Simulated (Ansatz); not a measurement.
**A hypothetical structure for SbPb2**

This structure for SbPb2 is made up. Its elements were placed in a known structure type with a cell scaled to their sizes. What cell does the guess relax to, and how far off was it?

Program: Ansatz 0.2.0. Level of theory: DFT, PBEsol, plane-wave PAW, files of the set soft_1, scalar-relativistic, no spin, cell and ions relaxed at zero pressure; PAW set soft_1, in the first sound run; inputs show where later runs differ. Results are calculated unless marked as measured.

### Step 1. The starting structure

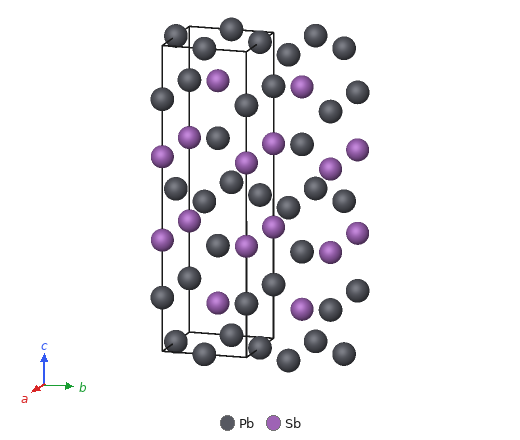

The cell as given, slightly off an axis (lead dark grey, antimony purple). 1×2×1 cells are drawn. This picture shows the conventional cell, with its axes. Some periodic images of atoms are drawn too.

### Step 2. Relaxation of the guess

The guess takes its coordinates from another compound and its volume from a rule, so the cell and any free coordinates are relaxed together.

File input.yaml:

```yaml
crystal:
  lattice:
    - [-2.292, 2.292, 8.1455]
    - [2.292, -2.292, 8.1455]
    - [2.292, 2.292, -8.1455]
  atoms:
    - { symbol: Pb, position: [0.5, 0.0, 0.5] }
    - { symbol: Pb, position: [0.8244, 0.8244, 0.0] }
    - { symbol: Pb, position: [0.0, 0.5, 0.5] }
    - { symbol: Pb, position: [0.1756, 0.1756, 0.0] }
    - { symbol: Sb, position: [0.6364, 0.6364, 0.0] }
    - { symbol: Sb, position: [0.3636, 0.3636, 0.0] }
kpoints:
  mp_grid: { grid: [8, 8, 8] }
scf:
  occupations: { method: fermi_dirac, width: 0.05 }
hamiltonian:
  xc: pbesol
  pseudopotentials: { kind: paw, azcp: { folder: soft_1 }, xc_functional: pbe }
relax:
  f_tol: 0.015
  max_steps: 70
  cell: {}
output:
  forces: true
  stress: true
```

Launch:

```
> ansatz run input.yaml --threads 4 --pin off --max-ram 10240MiB --backend cpu --events-out ev --progress --plain --runs-dir out
```

Numbers of over 12 decimals in the logs are rounded to 6 here.

Log:

```text
basis.fft_grid_basis auto: the FFT boxes are laid along the combinations [[1, 0, 1], [0, 1, 1], [0, 0, 1]] of the cell's own vectors, 4.584, 4.584 and 8.767 Å long. The dense box has 32×32×60 points. Along the cell's own vectors, as sized, it would have 60×60×60, 3.52 times as many. Of the 16 symmetry operations that the crystal satisfies within crystal.symmetry.tolerance (time reversal apart; of a slab, those that k [...]
Engine: ansatz 0.2.0, x86_64-unknown-linux-gnu
Pseudopotentials: kind: paw
Pseudopotential: Pb, paw, valence charge 14, recommended cutoff 420 eV (normal), soft_1/Pb.paw.azcp
Pseudopotential: Sb, paw, valence charge 15, recommended cutoff 420 eV (normal), soft_1/Sb.paw.azcp
Functional definition: PBEsol
  exchange = pbesol_x
  correlation = pbesol_c
Crystal: 6 atoms, lattice volume = 171.162 Å³
Basis set: ecut = 420 eV, 3355 PW (Γ), FFT grids on a1+a3, a2+a3, a3, exchange–correlation on 64×64×120 points (8 copies of the dense FFT grid, shifted against one another)
Bands: 52, of which v1, the nominal top of the filled ones, is band 43 counted from 1 (42 counted from 0)
Symmetry: 16 space group operations
Space group: I4/mmm (ITA 139), of the structure as read, at distance tolerance 5.6e-5 Å
k-points: 59 of 512
Non-local potential: Pb, projectors of the file, l = 0: 2, l = 1: 2, l = 2: 2, l = 3: 1
Non-local potential: Sb, projectors of the file, l = 0: 2, l = 1: 2, l = 2: 2, l = 3: 1
PAW form: soft (Blöchl's): semilocal exchange-correlation on the pseudo side does not see the compensation charge
PAW frozen core: Pb, regenerated for the run's functional, and the local potential with it (the file was generated under x = pbe(κ = 0.804, μ = 0.219515), c = pbe(β = 0.066725))
PAW frozen core: Sb, regenerated for the run's functional, and the local potential with it (the file was generated under x = pbe(κ = 0.804, μ = 0.219515), c = pbe(β = 0.066725))
PAW one-centre angular grid: Pb, 590 points (default); XC on 64 Gauss nodes
PAW one-centre angular grid: Sb, 590 points (default); XC on 64 Gauss nodes
Initial density: superposition of atomic densities (chi_scale 0.1, normalization cell, long waves kept (reshape's long-wave potential 0.06 eV rms))
Initial wavefunctions: pseudopotential atomic-orbital guess
Functional: x = pbesol(κ = 0.804, μ = 0.123457), c = pbesol(β = 0.046)
SCF iter   1: F=—  HF=-59845.441713 eV  |F-HF|=—  |Δ(HF+E_count)|=         —  Δρ=2.39e-2  dr2=3.08e0  ethr=3.10e-3  ⟨swp⟩=9.4  Hψ=14588  notcnv=0  defer=11
preconditioner: auto → Kerker (q_TF=auto, 2.433 Å⁻¹)  [metal: Δε(μ)=0.013 eV  Ē_g=14.424 eV  σ=0.050 eV  W_gap=0.07  n_scr=42 (ndim 8)  ℏωp=23.1 eV  f_vac=0.000  D(μ)=3.56/eV (n_scr^D=24)]
SCF iter   2: F=—  HF=-59844.811271 eV  |F-HF|=—  |Δ(HF+E_count)|=   6.30e-1  Δρ=1.39e-2  dr2=1.11e0  ethr=3.10e-3  ⟨swp⟩=2.9  Hψ=4128  notcnv=0  defer=96
SCF iter   3: F=—  HF=-59844.474847 eV  |F-HF|=—  |Δ(HF+E_count)|=   3.36e-1  Δρ=2.69e-3  dr2=1.36e-2  ethr=1.29e-3  ⟨swp⟩=3.2  Hψ=4415  notcnv=0  defer=96
SCF iter   4: F=—  HF=-59844.479114 eV  |F-HF|=—  |Δ(HF+E_count)|=   4.27e-3  Δρ=1.07e-3  dr2=2.05e-3  ethr=1.58e-5  ⟨swp⟩=2.2  Hψ=6441  notcnv=0  defer=93
SCF iter   5: F=—  HF=-59844.479067 eV  |F-HF|=—  |Δ(HF+E_count)|=   4.68e-5  Δρ=2.76e-4  dr2=2.65e-4  ethr=2.38e-6  ⟨swp⟩=2.8  Hψ=5131  notcnv=0  defer=93
SCF iter   6: F=—  HF=-59844.479022 eV  |F-HF|=—  |Δ(HF+E_count)|=   4.51e-5  Δρ=6.69e-5  dr2=1.71e-5  ethr=3.09e-7  ⟨swp⟩=2.2  Hψ=3678  notcnv=0  defer=93
SCF iter   7: F=—  HF=-59844.479029 eV  |F-HF|=—  |Δ(HF+E_count)|=   7.09e-6  Δρ=2.44e-5  dr2=1.70e-6  ethr=1.99e-8  ⟨swp⟩=2.2  Hψ=4946  notcnv=0  defer=93
SCF iter   8: F=—  HF=-59844.479029 eV  |F-HF|=—  |Δ(HF+E_count)|=   4.11e-7  Δρ=6.95e-6  dr2=2.60e-7  ethr=1.98e-9  ⟨swp⟩=2.0  Hψ=5515  notcnv=0  defer=93
SCF iter   9: F=-59844.479029 eV  HF=-59844.479029 eV  |F-HF|=5.00e-9  |Δ(HF+E_count)|=   5.76e-8  Δρ=1.48e-6  dr2=1.11e-8  ethr=1.16e-10  ⟨swp⟩=4.7  Hψ=10518  notcnv=0
SCF 1 converged in 9 iterations: F = -59844.479029 eV  dr2 = 1.11e-8
  greatest PAW one-centre occupation: 0.996 electrons in one spin orbital (limit 2), on the Sb atom at site 5 (counted from 0), in its partial waves of l = 2
relax step   1: F+E_penalty+E_count = -59844.47902883 eV  Δ(F+E_penalty+E_count) = +0.000e0 eV  max|allowed force component| = 5.494e-1 eV/Å  Δτ_max = 0.0000 Å  P = +4.596 GPa  Ω = 171.162 Å³  (9 SCF iters, dr2 threshold 1.00e-7 eV, accepted)
Crystal: 6 atoms, lattice volume = 193.793 Å³
Basis set: ecut = 420 eV, 3765 PW (Γ), FFT grids on a1+a3, a2+a3, a3, exchange–correlation on 64×64×120 points (8 copies of the dense FFT grid, shifted against one another)
Initial density: handed on by an earlier stage of this run
Initial wavefunctions: those handed on with the density
iter 1 solved again at ethr=3.79e-4 eV; its pass at ethr=3.10e-3 eV (dr2=3.26e-1 eV) is discarded
SCF iter   1: F=—  HF=-59844.673487 eV  |F-HF|=—  |Δ(HF+E_count)|=         —  Δρ=5.02e-3  dr2=3.30e-1  ethr=3.79e-4  ⟨swp⟩=2.0  Hψ=18751  notcnv=0
preconditioner: auto → Kerker (q_TF=auto, 2.383 Å⁻¹)  [metal: Δε(μ)=0.027 eV  Ē_g=14.619 eV  σ=0.050 eV  W_gap=0.13  n_scr=50 (ndim 8)  ℏωp=21.7 eV  f_vac=0.004  D(μ)=4.04/eV (n_scr^D=24)]
SCF iter   2: F=—  HF=-59844.645662 eV  |F-HF|=—  |Δ(HF+E_count)|=   2.78e-2  Δρ=3.00e-3  dr2=1.56e-1  ethr=3.79e-4  ⟨swp⟩=2.1  Hψ=3437  notcnv=0
SCF iter   3: F=—  HF=-59844.623374 eV  |F-HF|=—  |Δ(HF+E_count)|=   2.23e-2  Δρ=8.13e-4  dr2=5.79e-3  ethr=1.81e-4  ⟨swp⟩=3.1  Hψ=4176  notcnv=0
SCF iter   4: F=—  HF=-59844.622761 eV  |F-HF|=—  |Δ(HF+E_count)|=   6.13e-4  Δρ=3.07e-4  dr2=5.24e-4  ethr=6.73e-6  ⟨swp⟩=2.4  Hψ=4946  notcnv=0
SCF iter   5: F=—  HF=-59844.622749 eV  |F-HF|=—  |Δ(HF+E_count)|=   1.20e-5  Δρ=1.27e-4  dr2=8.04e-5  ethr=6.09e-7  ⟨swp⟩=2.5  Hψ=5220  notcnv=0
SCF iter   6: F=—  HF=-59844.622745 eV  |F-HF|=—  |Δ(HF+E_count)|=   4.09e-6  Δρ=4.60e-5  dr2=6.55e-6  ethr=9.35e-8  ⟨swp⟩=2.6  Hψ=5742  notcnv=0
SCF iter   7: F=-59844.622746 eV  HF=-59844.622746 eV  |F-HF|=1.59e-7  |Δ(HF+E_count)|=   1.27e-6  Δρ=1.41e-5  dr2=5.30e-7  ethr=6.98e-10  ⟨swp⟩=3.5  Hψ=13417  notcnv=0
SCF 2 converged in 7 iterations: F = -59844.622746 eV  dr2 = 5.30e-7
relax step   2: F+E_penalty+E_count = -59844.62274569 eV  Δ(F+E_penalty+E_count) = -1.437e-1 eV  max|allowed force component| = 2.423e-1 eV/Å  Δτ_max = 0.1579 Å  P = -2.280 GPa  Ω = 193.793 Å³  energy of the carried Pulay correction = -3.197e-3 eV  (7 SCF iters, dr2 threshold 6.00e-7 eV, accepted)
Crystal: 6 atoms, lattice volume = 185.718 Å³
Basis set: ecut = 420 eV, 3613 PW (Γ), FFT grids on a1+a3, a2+a3, a3, exchange–correlation on 64×64×120 points (8 copies of the dense FFT grid, shifted against one another)
iter 1 solved again at ethr=2.44e-5 eV; its pass at ethr=3.10e-3 eV (dr2=2.10e-2 eV) is discarded
SCF iter   1: F=—  HF=-59844.710315 eV  |F-HF|=—  |Δ(HF+E_count)|=         —  Δρ=1.38e-3  dr2=2.15e-2  ethr=2.44e-5  ⟨swp⟩=2.5  Hψ=16005  notcnv=0
preconditioner: auto → Kerker (q_TF=auto, 2.400 Å⁻¹)  [metal: Δε(μ)=0.013 eV  Ē_g=14.708 eV  σ=0.050 eV  W_gap=0.06  n_scr=42 (ndim 8)  ℏωp=22.1 eV  f_vac=0.001  D(μ)=3.98/eV (n_scr^D=24)]
SCF iter   2: F=—  HF=-59844.708411 eV  |F-HF|=—  |Δ(HF+E_count)|=   1.90e-3  Δρ=8.19e-4  dr2=1.04e-2  ethr=2.44e-5  ⟨swp⟩=1.0  Hψ=3068  notcnv=0
SCF iter   3: F=—  HF=-59844.706889 eV  |F-HF|=—  |Δ(HF+E_count)|=   1.52e-3  Δρ=2.27e-4  dr2=4.18e-4  ethr=1.20e-5  ⟨swp⟩=2.0  Hψ=3373  notcnv=0
SCF iter   4: F=—  HF=-59844.706846 eV  |F-HF|=—  |Δ(HF+E_count)|=   4.24e-5  Δρ=7.94e-5  dr2=3.73e-5  ethr=4.86e-7  ⟨swp⟩=2.3  Hψ=4315  notcnv=0
SCF iter   5: F=—  HF=-59844.706844 eV  |F-HF|=—  |Δ(HF+E_count)|=   2.01e-6  Δρ=3.22e-5  dr2=4.37e-6  ethr=4.33e-8  ⟨swp⟩=2.4  Hψ=5201  notcnv=0
SCF iter   6: F=-59844.706844 eV  HF=-59844.706844 eV  |F-HF|=8.28e-8  |Δ(HF+E_count)|=   2.48e-7  Δρ=1.05e-5  dr2=3.89e-7  ethr=6.98e-10  ⟨swp⟩=5.0  Hψ=11680  notcnv=0
SCF 3 converged in 6 iterations: F = -59844.706844 eV  dr2 = 3.89e-7
relax step   3: F+E_penalty+E_count = -59844.70684403 eV  Δ(F+E_penalty+E_count) = -8.410e-2 eV  max|allowed force component| = 4.804e-2 eV/Å  Δτ_max = 0.0458 Å  P = -0.434 GPa  Ω = 185.718 Å³  energy of the carried Pulay correction = -2.131e-3 eV  (6 SCF iters, dr2 threshold 6.00e-7 eV, accepted)
Crystal: 6 atoms, lattice volume = 183.960 Å³
Basis set: ecut = 420 eV, 3587 PW (Γ), FFT grids on a1+a3, a2+a3, a3, exchange–correlation on 64×64×120 points (8 copies of the dense FFT grid, shifted against one another)
iter 1 solved again at ethr=6.23e-7 eV; its pass at ethr=3.10e-3 eV (dr2=5.35e-4 eV) is discarded
SCF iter   1: F=—  HF=-59844.709992 eV  |F-HF|=—  |Δ(HF+E_count)|=         —  Δρ=2.45e-4  dr2=5.46e-4  ethr=6.23e-7  ⟨swp⟩=3.0  Hψ=15543  notcnv=0
preconditioner: auto → Kerker (q_TF=auto, 2.404 Å⁻¹)  [metal: Δε(μ)=0.007 eV  Ē_g=14.743 eV  σ=0.050 eV  W_gap=0.04  n_scr=42 (ndim 8)  ℏωp=22.2 eV  f_vac=0.001  D(μ)=3.91/eV (n_scr^D=24)]
SCF iter   2: F=—  HF=-59844.709942 eV  |F-HF|=—  |Δ(HF+E_count)|=   4.99e-5  Δρ=1.44e-4  dr2=2.68e-4  ethr=6.23e-7  ⟨swp⟩=1.0  Hψ=3068  notcnv=0
SCF iter   3: F=—  HF=-59844.709902 eV  |F-HF|=—  |Δ(HF+E_count)|=   3.97e-5  Δρ=3.94e-5  dr2=1.62e-5  ethr=3.11e-7  ⟨swp⟩=2.0  Hψ=3370  notcnv=0
SCF iter   4: F=—  HF=-59844.709900 eV  |F-HF|=—  |Δ(HF+E_count)|=   1.94e-6  Δρ=1.49e-5  dr2=1.68e-6  ethr=1.88e-8  ⟨swp⟩=2.1  Hψ=4361  notcnv=0
SCF iter   5: F=-59844.709900 eV  HF=-59844.709900 eV  |F-HF|=8.84e-8  |Δ(HF+E_count)|=   1.16e-7  Δρ=7.69e-6  dr2=2.29e-7  ethr=6.14e-10  ⟨swp⟩=4.9  Hψ=11233  notcnv=0
SCF 4 converged in 5 iterations: F = -59844.709900 eV  dr2 = 2.29e-7
relax step   4: F+E_penalty+E_count = -59844.70990025 eV  Δ(F+E_penalty+E_count) = -3.056e-3 eV  max|allowed force component| = 1.473e-2 eV/Å  Δτ_max = 0.0081 Å  P = +0.028 GPa  Ω = 183.960 Å³  energy of the carried Pulay correction = -1.889e-3 eV  (5 SCF iters, dr2 threshold 5.28e-7 eV, accepted)
Basis set: ecut = 420 eV, 3587 PW (Γ), FFT grids on a1+a3, a2+a3, a3, exchange–correlation on 64×64×128 points (8 copies of the dense FFT grid, shifted against one another)
Initial wavefunctions: pseudopotential atomic-orbital guess (no wavefunctions were taken with the density)
iter 1 solved again at ethr=1.91e-7 eV; its pass at ethr=3.10e-3 eV (dr2=1.64e-4 eV) is discarded
SCF iter   1: F=—  HF=-59844.711631 eV  |F-HF|=—  |Δ(HF+E_count)|=         —  Δρ=1.10e-4  dr2=4.08e-6  ethr=1.91e-7  ⟨swp⟩=3.1  Hψ=23306  notcnv=0
preconditioner: auto → Kerker (q_TF=auto, 2.404 Å⁻¹)  [metal: Δε(μ)=0.006 eV  Ē_g=14.745 eV  σ=0.050 eV  W_gap=0.03  n_scr=42 (ndim 8)  ℏωp=22.2 eV  f_vac=0.001  D(μ)=3.90/eV (n_scr^D=24)]
SCF iter   2: F=—  HF=-59844.711757 eV  |F-HF|=—  |Δ(HF+E_count)|=   1.26e-4  Δρ=5.65e-5  dr2=1.06e-6  ethr=4.75e-9  ⟨swp⟩=2.1  Hψ=5212  notcnv=0
SCF iter   3: F=—  HF=-59844.711758 eV  |F-HF|=—  |Δ(HF+E_count)|=   1.86e-6  Δρ=9.43e-6  dr2=1.15e-7  ethr=1.23e-9  ⟨swp⟩=2.0  Hψ=4565  notcnv=0
SCF iter   4: F=—  HF=-59844.711758 eV  |F-HF|=—  |Δ(HF+E_count)|=   2.01e-8  Δρ=1.60e-6  dr2=2.08e-8  ethr=1.34e-10  ⟨swp⟩=2.0  Hψ=3734  notcnv=0
SCF iter   5: F=—  HF=-59844.711758 eV  |F-HF|=—  |Δ(HF+E_count)|=   1.16e-9  Δρ=6.31e-7  dr2=3.33e-9  ethr=2.41e-11  ⟨swp⟩=2.2  Hψ=3720  notcnv=0
SCF iter   6: F=—  HF=-59844.711758 eV  |F-HF|=—  |Δ(HF+E_count)|=  2.69e-10  Δρ=2.13e-7  dr2=1.68e-10  ethr=3.87e-12  ⟨swp⟩=2.8  Hψ=5549  notcnv=0
SCF iter   7: F=-59844.711758 eV  HF=-59844.711758 eV  |F-HF|=1.46e-11  |Δ(HF+E_count)|=  4.37e-11  Δρ=9.53e-8  dr2=1.06e-11  ethr=1.00e-12  ⟨swp⟩=5.0  Hψ=10931  notcnv=0
SCF 5 converged in 7 iterations: F = -59844.711758 eV  dr2 = 1.06e-11
relax step   5: F+E_penalty+E_count = -59844.71175841 eV  Δ(F+E_penalty+E_count) = -1.858e-3 eV  max|allowed force component| = 1.468e-2 eV/Å  Δτ_max = 0.0000 Å  P = +0.026 GPa  Ω = 183.960 Å³  stress off target by 4.17e-2 GPa  SCF on the basis re-selected at this cell (its energy is not comparable with the rows above)  (7 SCF iters)
basis re-selected at this cell: Δ(F+E_penalty+E_count) = -1.858e-3 eV, ΔP = -0.002 GPa vs the last step (what re-selecting the basis moved, of the pressure what is left beyond the Pulay correction that the steps carried, after the strain that the cell walked since its last selection, with what the two solves' SCF thresholds leave and, on support functions, any second-order correction that the steps lacked; it is no measure of the basis error at this ecutwfc). The dense FFT grid was sized anew with the basis: this SCF ran on 32×32×64 points, the steps before it on 32×32×60, so part of this shift can come from that change (see relax.cell in the input reference). [rest of the remark cut]
SCF converged after 7 iterations
Free energy (F): -59844.711758 eV
Harris-Foulkes:  -59844.711758 eV  (|F-HF|=1.46e-11)
Internal energy: -59844.680904 eV  (E = F + TS)
E sigma→0 (E₀):  -59844.696331 eV
Entropy (-TS):   -0.030855 eV (-5.142 meV/atom)
Fermi energy:    10.523858 eV
--- Per-component energies (eV) ---
  E_band       = -488.587501
  E_kinetic    = 1498.897799
  E_local      = -7242.459297  (includes V_loc(G=0)·N_el)
  E_nonlocal   = 2011.911361
  E_hartree    = 2885.742166
  E_xc         = -1014.217689
  E_vxc        = -735.198729  (∫ρ·V_xc dr)
  E_paw        = -49905.170979  (= ΣΔE_a)
  E_vpaw       = -1793.223144  (= ΣTr[D̂ρ^β])
  E_aug_tail   = 0.000230  (compensation charges beyond the density's cutoff)
  E_ewald      = -8080.296884
  E_core_change = 0.912391  (= ΣΔE_core)
  E_smearing   = -0.030855  (= −TS)
  E_closure    = 0.000000  (closes the sum)
  Σ components = -59844.711758   (vs F -59844.711758, Δ=0.00e0)
--- Forces (eV/Å), atoms counted from 1 ---
  atom   1  Pb     0.00000000     0.00000000    -0.00000000
  atom   2  Pb     0.00000000     0.00000000     0.01468084
  atom   3  Pb     0.00000000     0.00000000     0.00000000
  atom   4  Pb     0.00000000     0.00000000    -0.01468084
  atom   5  Sb    -0.00000000     0.00000000     0.00953172
  atom   6  Sb    -0.00000000     0.00000000    -0.00953172
  max |Σ_I F_I| component: 1.73e-17 eV/Å
--- Stress (GPa, compression-positive) ---
        0.041700      -0.000000       0.000000
       -0.000000       0.041700      -0.000000
        0.000000      -0.000000      -0.005044
  P = ⅓ Tr σ = 0.0261 GPa (0.261 kbar)
--- Relaxed structure (4 steps of the walk, 4 accepted, 1 SCFs on fresh bases) ---
  F+E_penalty+E_count = -59844.71175841 eV   max|allowed force component| = 1.468e-2 eV/Å   (the final SCF, on the basis selected at the relaxed cell)
  cell:  # Å, volume = 183.9603 Å³
    - [-2.346978, 2.346978, 8.349220]
    - [2.346978, -2.346978, 8.349220]
    - [2.346978, 2.346978, -8.349220]
  atoms:
    - { symbol: Pb, position: [0.5, -3.5494515908104835e-19, 0.5] }
    - { symbol: Pb, position: [0.829529, 0.829529, 0] }
    - { symbol: Pb, position: [-3.549451590810483e-19, 0.5, 0.5] }
    - { symbol: Pb, position: [0.170471, 0.170471, 0] }
    - { symbol: Sb, position: [0.642788, 0.642788, 0] }
    - { symbol: Sb, position: [0.357212, 0.357212, 0] }
```

It took 11 s on 4 threads of AMD EPYC 9B45 (Zen 5), shared host; peak memory 0.85 GiB; 40 s of CPU time.

Step by step:

```tsv
step	energy less that of the first step (eV)	largest force component (eV/Å)	pressure (GPa)	volume (Å³)
1	0.0000	0.5494	4.60	171.16
2	-0.1437	0.2423	-2.28	193.79
3	-0.2278	0.0480	-0.43	185.72
4	-0.2309	0.0147	0.03	183.96
5*	-0.2327	0.0147	0.03	183.96
```

Relaxation steps marked * repeat the geometry before them on a plane-wave basis chosen anew for their cell, so energy and pressure can jump there.

Forces are held to the 16 operations that the run works with; a distortion that breaks them can't arise in this run.

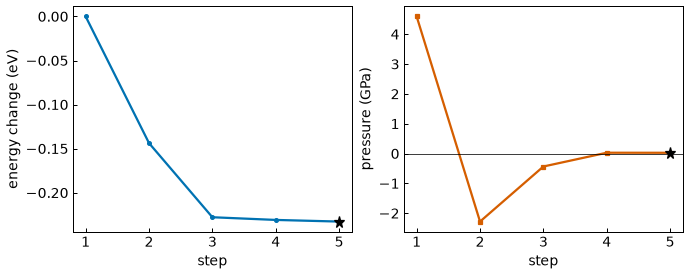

Energy and pressure along the relaxation. Stars mark steps on a basis chosen anew.

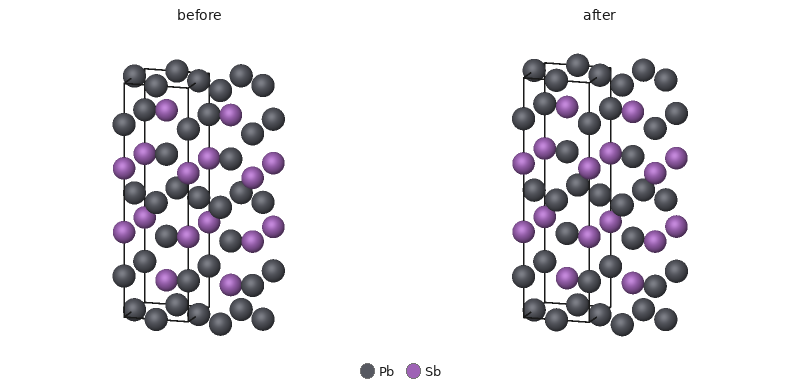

The structure before and after the relaxation, drawn at the same scale.

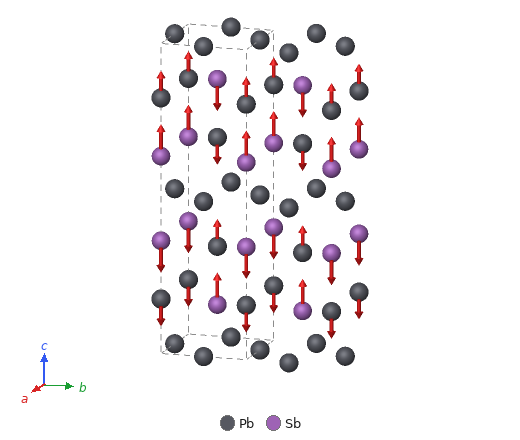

Displacements in the relaxation, exaggerated, measured against the changing cell; the longest in the cell stands for 0.11 Å. 1×2×1 conventional cells are drawn. Some periodic images of atoms are drawn too.

```tsv
conventional cell, symmetrised	before	after	change
a (Å)	4.584	4.694	+2.4 %
b (Å)	4.584	4.694	+2.4 %
c (Å)	16.291	16.698	+2.5 %
volume (Å³/atom)	28.53	30.66	+7.5 %
```

The atoms that moved most (Å, as changes of fractional coordinates times the final cell):

```tsv
atom	dx	dy	dz	length
Sb5	0.000	0.000	0.107	0.107
Sb6	0.000	0.000	-0.107	0.107
Pb2	0.000	0.000	0.086	0.086
Pb4	0.000	0.000	-0.086	0.086
```

The relaxed structure:

```xyz
6
Lattice="-2.3470 2.3470 8.3492 2.3470 -2.3470 8.3492 2.3470 2.3470 -8.3492" Properties=species:S:1:pos:R:3 pbc="T T T"
Pb    0.0000    2.3470    0.0000
Pb    0.0000    0.0000   13.8518
Pb    2.3470    0.0000    0.0000
Pb    0.0000    0.0000    2.8466
Sb    0.0000    0.0000   10.7336
Sb    0.0000    0.0000    5.9649
```

This step gave:

```
free energy             : -59844.7118 eV
energy at zero smearing : -59844.6963 eV
smearing term TS        : 0.03085 eV
Fermi energy            : 10.52 eV
electrons               : 86
symmetry operations     : 16
pressure                : 0.02612 GPa
```

Shortest distances by pair of elements, guess and relaxed (not always the same contact):

```tsv
pair	guess (Å)	relaxed (Å)
Pb–Sb	3.063	3.118
Pb–Pb	3.241	3.319
Sb–Sb	4.444	4.694
```

The relaxation ends with a largest force component of 0.015 eV/Å and a pressure of 0.03 GPa.

(Part 1 of 2 ends here.)

[Logs are printed without paths, hosts, clocks, repeated set-up lines and the standing remarks that a program may print on its own settings, such as how far it seeks lower states.]

[Hosts, paths, dates, database ids (printed as entryN), source tags and the programs' standing remarks are cut or masked in the printed files.]
